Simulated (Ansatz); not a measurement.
# SnH(OtBu)3 (C₁₂H₂₈O₃Sn): single points with varied inputs

How do the results and run time of SnH(OtBu)3 (C₁₂H₂₈O₃Sn) respond when the settings are drawn wide?

Program: Ansatz 0.2.0, Gaussian basis. Level of theory: the settings change from run to run. These are calculated values, not measurements.

**1. The relaxed structure**

The geometry comes from an earlier relaxation with PBE-D4/def2-SVP; it is a stationary point, not always the lowest conformer. Sn takes a core potential in def2 sets; no spin-orbit term is included.

44 atoms, charge 0, spin multiplicity 1.

Atoms are counted from 1 here; the program's logs count them from 0.

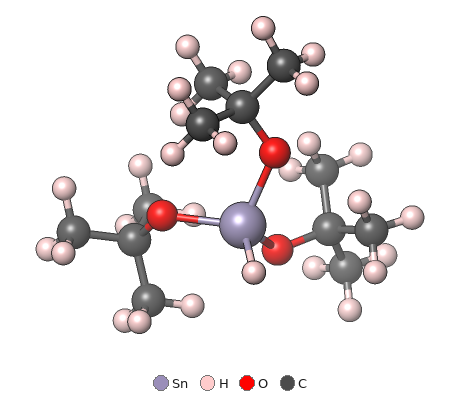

The structure; tin purple, hydrogen pink, oxygen red, carbon dark grey.

**2. revPBE/def2-SVPD**

Set apart from the defaults: atoms shaken by 0.08 Å, density fitting with def2-universal-jkfit, a point charge of 1.00 e beside it, D4 dispersion.

in.yaml

```yaml
crystal:
  periodic: [false, false, false]
  atoms:
    - {symbol: Sn, position_ang: [-0.152188, -0.196816, 1.267699]}
    - {symbol: H, position_ang: [-0.137270, 0.013012, 3.002647]}
    - {symbol: O, position_ang: [1.664462, -0.087668, 0.544683]}
    - {symbol: C, position_ang: [2.519335, 0.921660, 0.177229]}
    - {symbol: C, position_ang: [2.609483, 2.157325, 1.347232]}
    - {symbol: C, position_ang: [4.137078, 0.536228, 0.102084]}
    - {symbol: C, position_ang: [2.227148, 1.515361, -1.213096]}
    - {symbol: H, position_ang: [3.178120, 2.822893, 0.785500]}
    - {symbol: H, position_ang: [1.414400, 2.356624, 1.184508]}
    - {symbol: H, position_ang: [2.765209, 1.646654, 2.159952]}
    - {symbol: H, position_ang: [4.404766, 0.084007, 1.140223]}
    - {symbol: H, position_ang: [4.800511, 1.206231, -0.241376]}
    - {symbol: H, position_ang: [4.125006, -0.432619, -0.724923]}
    - {symbol: H, position_ang: [1.087999, 1.759334, -1.087919]}
    - {symbol: H, position_ang: [2.180484, 0.624170, -1.756284]}
    - {symbol: H, position_ang: [2.793028, 2.195863, -1.683132]}
    - {symbol: O, position_ang: [-0.807202, 1.746695, 0.525025]}
    - {symbol: C, position_ang: [-2.131079, 1.822339, 0.021681]}
    - {symbol: C, position_ang: [-3.251703, 1.149584, 0.866821]}
    - {symbol: C, position_ang: [-2.408463, 3.253239, -0.219168]}
    - {symbol: C, position_ang: [-2.198151, 1.210854, -1.504580]}
    - {symbol: H, position_ang: [-4.159675, 1.174819, 0.499227]}
    - {symbol: H, position_ang: [-3.033909, 0.033831, 0.893799]}
    - {symbol: H, position_ang: [-3.170934, 1.533415, 1.975019]}
    - {symbol: H, position_ang: [-2.351070, 3.679217, 0.883619]}
    - {symbol: H, position_ang: [-3.412573, 3.453947, -0.634846]}
    - {symbol: H, position_ang: [-1.571262, 3.808640, -0.729228]}
    - {symbol: H, position_ang: [-2.016626, 0.034428, -1.320110]}
    - {symbol: H, position_ang: [-1.260139, 1.597791, -1.995488]}
    - {symbol: H, position_ang: [-3.090143, 1.275936, -1.948610]}
    - {symbol: O, position_ang: [-1.187800, -1.657720, 0.517304]}
    - {symbol: C, position_ang: [-0.463565, -2.742071, -0.020421]}
    - {symbol: C, position_ang: [0.513865, -3.202523, 0.867919]}
    - {symbol: C, position_ang: [-1.698668, -3.962818, -0.264106]}
    - {symbol: C, position_ang: [0.237667, -2.575126, -1.493162]}
    - {symbol: H, position_ang: [0.850714, -4.286000, 0.485849]}
    - {symbol: H, position_ang: [1.350025, -2.701494, 1.153254]}
    - {symbol: H, position_ang: [0.078847, -3.650323, 1.907781]}
    - {symbol: H, position_ang: [-2.112998, -3.996618, 0.697894]}
    - {symbol: H, position_ang: [-1.357677, -4.705278, -0.701944]}
    - {symbol: H, position_ang: [-2.505317, -3.358491, -0.988428]}
    - {symbol: H, position_ang: [1.011687, -1.705524, -1.312326]}
    - {symbol: H, position_ang: [-0.382102, -1.900375, -2.158802]}
    - {symbol: H, position_ang: [0.738845, -3.196004, -1.862465]}
basis:
  gaussian: {orbitals: def2-SVPD, fitting: {mean_field: def2-universal-jkfit}, point_charges: [{charge: 1.00, position_ang: [8.666, -0.447, -0.476]}]}
hamiltonian: {xc: {name: revPBE}, dispersion: d4}
scf: {omitted_lower_state_checks: [starts]}
output: {forces: true}
```

On the command line:

```
ansatz run in.yaml --threads 2 --pin off --events-out ev --progress --plain --max-ram 22528MiB --backend cuda --devices 0, --max-vram 18GiB
```

The program printed:

```text
Functional definition: revPBE
  name "revPBE"
  cite "Zhang & Yang, Phys. Rev. Lett. 80, 890 (1998) doi:10.1103/PhysRevLett.80.890"
  cite "Perdew, Burke & Ernzerhof, Phys. Rev. Lett. 77, 3865 (1996) doi:10.1103/PhysRevLett.77.3865"
  parameter kappa = 1.245
  parameter beta = 0.06672455060314922
  exchange = pbe_x(kappa = kappa, mu = beta*pi^2/3)
  correlation = pbe_c(beta = beta)
these checks for a lower state are left out or cut short: starts
1853 factors; integrals over basis functions are off by at most 3.1e-1 eV
mean field evaluation 1: about -24799.2752 eV, gradient 1.4e2 eV
mean field evaluation 2: about -24585.5697 eV, gradient 3.0e2 eV
mean field evaluation 4: about -24846.8833 eV, gradient 2.7e1 eV
mean field evaluation 8: about -24848.3691 eV, gradient 9.1e-1 eV
mean field evaluation 16: about -24848.3731 eV, gradient 1.1e-3 eV
mean field -24848.37307518 eV, -913.1608676805 hartree, gradient 3.0e-5 eV, S^2 0.000000; 0 other end points of the search recorded, 0 dependent functions left out
the calculation of the forces begins
reference -24848.37320001 eV, -913.1608722682 hartree; 73, 73 occupied and 492, 492 virtual orbitals, 1853 factors
Total energy: -24852.23089658 eV, -913.3026400023 hartree
Atom 0 at    -0.152188    -0.196816     1.267699 Å, force    -0.876830     3.743344     0.691021 eV/Å
Atom 1 at    -0.137270     0.013012     3.002647 Å, force     0.016046    -0.278099    -0.246728 eV/Å
Atom 2 at     1.664462    -0.087668     0.544683 Å, force     1.904703    -0.969021    -0.671526 eV/Å
Atom 3 at     2.519335     0.921660     0.177229 Å, force     3.865831     3.428645     1.125269 eV/Å
Atom 4 at     2.609483     2.157325     1.347232 Å, force    -6.956144    -0.875929    -7.481818 eV/Å
Atom 5 at     4.137078     0.536228     0.102084 Å, force    -4.766083    -7.631820     1.089978 eV/Å
Atom 6 at     2.227148     1.515361    -1.213096 Å, force    -5.790877    -2.624941     3.786080 eV/Å
Atom 7 at     3.178120     2.822893     0.785500 Å, force     1.561182     1.992547     0.021537 eV/Å
Atom 8 at     1.414400     2.356624     1.184508 Å, force     2.564934     0.614123     1.085351 eV/Å
Atom 9 at     2.765209     1.646654     2.159952 Å, force     1.710593    -2.264889     5.456848 eV/Å
Atom 10 at     4.404766     0.084007     1.140223 Å, force     0.008369     0.606307    -1.395595 eV/Å
Atom 11 at     4.800511     1.206231    -0.241376 Å, force     2.371769     3.387607    -1.312685 eV/Å
Atom 12 at     4.125006    -0.432619    -0.724923 Å, force     0.424862     2.100413     1.975623 eV/Å
Atom 13 at     1.087999     1.759334    -1.087919 Å, force     1.634001     0.430222    -0.685916 eV/Å
Atom 14 at     2.180484     0.624170    -1.756284 Å, force     0.032278    -1.795013    -1.907877 eV/Å
Atom 15 at     2.793028     2.195863    -1.683132 Å, force     2.544050     3.154006    -1.411468 eV/Å
Atom 16 at    -0.807202     1.746695     0.525025 Å, force    -0.060583    -2.027222     0.798254 eV/Å
Atom 17 at    -2.131079     1.822339     0.021681 Å, force    -0.876717    -1.356427    -2.994849 eV/Å
Atom 18 at    -3.251703     1.149584     0.866821 Å, force     6.786522    -0.969749     3.867126 eV/Å
Atom 19 at    -2.408463     3.253239    -0.219168 Å, force     0.517317     2.797532     3.036858 eV/Å
Atom 20 at    -2.198151     1.210854    -1.504580 Å, force     5.816816    -3.257927     4.491588 eV/Å
Atom 21 at    -4.159675     1.174819     0.499227 Å, force    -5.326310     0.842900    -2.166181 eV/Å
Atom 22 at    -3.033909     0.033831     0.893799 Å, force     0.014707     0.655183     0.147818 eV/Å
Atom 23 at    -3.170934     1.533415     1.975019 Å, force    -0.440639    -0.470006    -1.690495 eV/Å
Atom 24 at    -2.351070     3.679217     0.883619 Å, force    -0.453516     0.000631    -1.662198 eV/Å
Atom 25 at    -3.412573     3.453947    -0.634846 Å, force     0.174675     0.056487    -0.088309 eV/Å
Atom 26 at    -1.571262     3.808640    -0.729228 Å, force    -0.652476    -0.553868    -0.127025 eV/Å
Atom 27 at    -2.016626     0.034428    -1.320110 Å, force    -0.241002     2.000396    -0.662523 eV/Å
Atom 28 at    -1.260139     1.597791    -1.995488 Å, force    -1.033076    -0.118402    -0.190101 eV/Å
Atom 29 at    -3.090143     1.275936    -1.948610 Å, force    -3.902312     0.856964    -2.248131 eV/Å
Atom 30 at    -1.187800    -1.657720     0.517304 Å, force    -0.473527    -0.396211    -1.140192 eV/Å
Atom 31 at    -0.463565    -2.742071    -0.020421 Å, force    -3.344329    -1.852120    -4.764486 eV/Å
Atom 32 at     0.513865    -3.202523     0.867919 Å, force    -0.511523    -8.061050     3.665711 eV/Å
Atom 33 at    -1.698668    -3.962818    -0.264106 Å, force    -2.904297    12.289640     1.564740 eV/Å
Atom 34 at     0.237667    -2.575126    -1.493162 Å, force    -7.679632    14.868926     7.485709 eV/Å
Atom 35 at     0.850714    -4.286000     0.485849 Å, force     0.003509     1.995505     0.363006 eV/Å
Atom 36 at     1.350025    -2.701494     1.153254 Å, force     3.026588     2.338192     0.400829 eV/Å
Atom 37 at     0.078847    -3.650323     1.907781 Å, force     0.351090     1.311944    -1.701544 eV/Å
Atom 38 at    -2.112998    -3.996618     0.697894 Å, force    -0.928939    -0.842898     1.709474 eV/Å
Atom 39 at    -1.357677    -4.705278    -0.701944 Å, force     3.514602    -7.938601    -4.184929 eV/Å
Atom 40 at    -2.505317    -3.358491    -0.988428 Å, force     1.855901    -1.595677     1.655513 eV/Å
Atom 41 at     1.011687    -1.705524    -1.312326 Å, force    -0.583376    -1.252429     0.111889 eV/Å
Atom 42 at    -0.382102    -1.900375    -2.158802 Å, force    -0.160584    -1.413818     0.083577 eV/Å
Atom 43 at     0.738845    -3.196004    -1.862465 Å, force     7.358939   -10.930932    -5.890920 eV/Å
Dipole moment:    -0.631803    -0.419842     0.128862 e Å
Checks for a lower state left out: starts
```

Wall time 4.1 s (1 × H100 (card shared with other runs) with 2 threads of AMD EPYC 7R13, shared host).

Largest force 18.333 eV/Å, dipole 3.70 D.

**3. B97/def2-SVPD**

This run has atoms shaken by 0.08 Å, density fitting with def2-universal-jkfit, finite nuclei.

in.yaml

```yaml
crystal:
  periodic: [false, false, false]
  atoms:
    - {symbol: Sn, position_ang: [-0.014367, 0.111195, 1.178615]}
    - {symbol: H, position_ang: [-0.175564, -0.177020, 2.924460]}
    - {symbol: O, position_ang: [1.807437, -0.089750, 0.718097]}
    - {symbol: C, position_ang: [2.701456, 1.086649, 0.223715]}
    - {symbol: C, position_ang: [2.553084, 2.028491, 1.225407]}
    - {symbol: C, position_ang: [4.147366, 0.400033, 0.051247]}
    - {symbol: C, position_ang: [2.190274, 1.459828, -1.222646]}
    - {symbol: H, position_ang: [3.117534, 2.941289, 0.836280]}
    - {symbol: H, position_ang: [1.518789, 2.401556, 1.180221]}
    - {symbol: H, position_ang: [2.869663, 1.854899, 2.207056]}
    - {symbol: H, position_ang: [4.416075, 0.056153, 1.027513]}
    - {symbol: H, position_ang: [4.768899, 1.181438, -0.165133]}
    - {symbol: H, position_ang: [4.218349, -0.409576, -0.673350]}
    - {symbol: H, position_ang: [0.999979, 1.757815, -1.069825]}
    - {symbol: H, position_ang: [2.216729, 0.512441, -1.968198]}
    - {symbol: H, position_ang: [2.798565, 2.407415, -1.508377]}
    - {symbol: O, position_ang: [-0.768060, 1.753149, 0.468582]}
    - {symbol: C, position_ang: [-2.208652, 1.708018, 0.073029]}
    - {symbol: C, position_ang: [-3.262491, 1.163018, 0.755122]}
    - {symbol: C, position_ang: [-2.354853, 3.361409, -0.077671]}
    - {symbol: C, position_ang: [-2.261218, 1.173920, -1.355225]}
    - {symbol: H, position_ang: [-4.194347, 1.124143, 0.380584]}
    - {symbol: H, position_ang: [-3.007513, 0.065720, 0.892101]}
    - {symbol: H, position_ang: [-3.255600, 1.574441, 1.935380]}
    - {symbol: H, position_ang: [-2.447715, 3.850557, 1.026527]}
    - {symbol: H, position_ang: [-3.439362, 3.534397, -0.672058]}
    - {symbol: H, position_ang: [-1.576872, 3.810696, -0.728319]}
    - {symbol: H, position_ang: [-1.749553, 0.055140, -1.401421]}
    - {symbol: H, position_ang: [-1.228391, 1.542529, -1.982408]}
    - {symbol: H, position_ang: [-3.090081, 1.227855, -1.850243]}
    - {symbol: O, position_ang: [-1.107470, -1.599828, 0.465676]}
    - {symbol: C, position_ang: [-0.584785, -2.673992, -0.083325]}
    - {symbol: C, position_ang: [0.485196, -3.375826, 0.937465]}
    - {symbol: C, position_ang: [-1.662423, -3.713959, -0.208869]}
    - {symbol: C, position_ang: [0.174422, -2.362516, -1.464855]}
    - {symbol: H, position_ang: [0.890587, -4.251385, 0.624460]}
    - {symbol: H, position_ang: [1.435742, -2.596486, 1.200673]}
    - {symbol: H, position_ang: [0.030047, -3.569171, 1.869974]}
    - {symbol: H, position_ang: [-2.181076, -3.706891, 0.758541]}
    - {symbol: H, position_ang: [-1.168154, -4.606775, -0.448871]}
    - {symbol: H, position_ang: [-2.459230, -3.400301, -0.816386]}
    - {symbol: H, position_ang: [1.017151, -1.718678, -1.232995]}
    - {symbol: H, position_ang: [-0.557220, -2.095106, -2.075231]}
    - {symbol: H, position_ang: [0.491704, -3.431928, -1.848164]}
basis:
  gaussian: {orbitals: def2-SVPD, fitting: {mean_field: def2-universal-jkfit}, nuclear_model: gaussian}
hamiltonian: {xc: {name: B97}}
```

Same command.

The program printed:

```text
Functional definition: B97
  name "B97"
  cite "Becke, J. Chem. Phys. 107, 8554 (1997) doi:10.1063/1.475007"
  parameter cx = 0.1943
  parameter cx0 = 0.8094
  parameter cx1 = 0.5073
  parameter cx2 = 0.7481
  parameter css0 = 0.1737
  parameter css1 = 2.3487
  parameter css2 = -2.4868
  parameter cos0 = 0.9454
  parameter cos1 = 0.7471
  parameter cos2 = -4.5961
  exchange = spin_sum(e_x_unif_s*poly(b97_u_x, cx0, cx1, cx2)) + cx*exact_x
  correlation = spin_sum(e_c_pw_same_spin*poly(b97_u_same, css0, css1, css2))
      + integral(e_c_pw_opposite_spin*poly(b97_u_opposite, cos0, cos1, cos2))
1853 factors; integrals over basis functions are off by at most 3.1e-1 eV
mean field evaluation 1: about -24814.4055 eV, gradient 1.2e2 eV
mean field evaluation 2: about -24744.9322 eV, gradient 2.1e2 eV
mean field evaluation 4: about -24849.1786 eV, gradient 1.3e1 eV
mean field evaluation 8: about -24849.5593 eV, gradient 1.8e-1 eV
mean field evaluation 16: about -24849.5515 eV, gradient 4.7e-4 eV
mean field -24849.55145499 eV, -913.2041723399 hartree, gradient 4.4e-5 eV, S^2 0.000000; 0 other end points of the search recorded, 0 dependent functions left out
reference -24849.55151561 eV, -913.2041745678 hartree; 73, 73 occupied and 492, 492 virtual orbitals, 1853 factors
Total energy: -24849.55151561 eV, -913.2041745678 hartree
```

Run time: 7 s. Hardware: 1 × H100 (card shared with other runs) with 2 threads of AMD EPYC 7R13, shared host; peak host memory 1.2 GiB.

[end of part 1 of 2]
